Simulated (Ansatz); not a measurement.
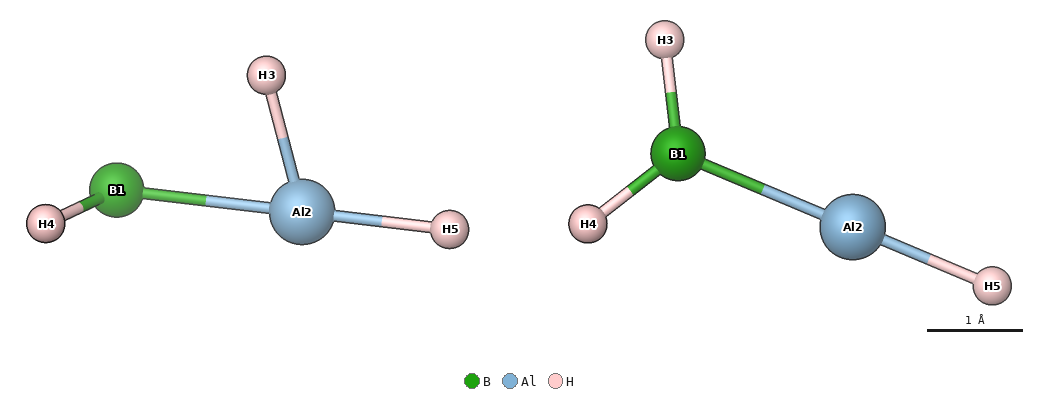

Two geometries of AlBH3 (multiplicity 2), drawn at one scale. One is the start of a relaxation, the other its converged end. Style: ball-and-stick. Shown at a tilt.

These are results of UKS PBE-D4/def2-SVP (Ansatz), not measurements. (force threshold 0.03 eV/Å; at most 250 steps)

Which of the two is the end point?

Answer. The right one is the relaxed one. It is one of the separated reactants of a reaction. The largest move after the best rigid fit is that of H3, 1.35 Å. Largest moves by element: H 1.35 Å, B 0.74 Å, Al 0.40 Å. Near-neighbour distances that change, for instance: Al2–H3 1.520 → 2.810 Å, B1–H3 2.068 → 1.218 Å, B1–H4 1.197 → 1.218 Å, Al2–H5 1.586 → 1.604 Å. New bonds form, among them: B1–H3 (2.07 → 1.22 Å). Bonds break, among them: Al2–H3 (1.52 → 2.81 Å). Over 13 geometry steps the energy falls by 1.875 eV. The largest force component goes from 2 to 0.0031 eV/Å.
